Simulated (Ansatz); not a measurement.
The starting structures come from a database of crystals and need not be the phases stable at ambient conditions.

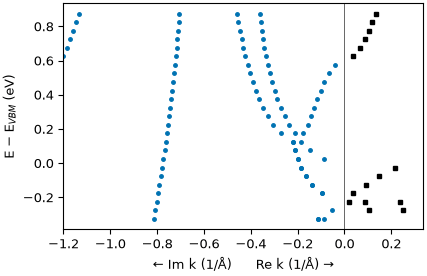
Fig. 1. Complex bands at the centre of the two-dimensional zone; r2SCAN (Ansatz, a program for electronic structure)

The gap is the functional's own. No spin-orbit coupling. Mid-gap values are those at the computed energy nearest the middle.

Problem. This is HgTe (P3_121, 6 atoms a cell, 30.3 Å³ an atom) along the normal of (001). Read off the slowest decay at the centre of the two-dimensional zone at 0.33 eV, the computed energy nearest the middle of the gap.

Solution. κ ≈ 0.13 1/Å, a decay length 1/(2κ) of the density of 3.9 Å.
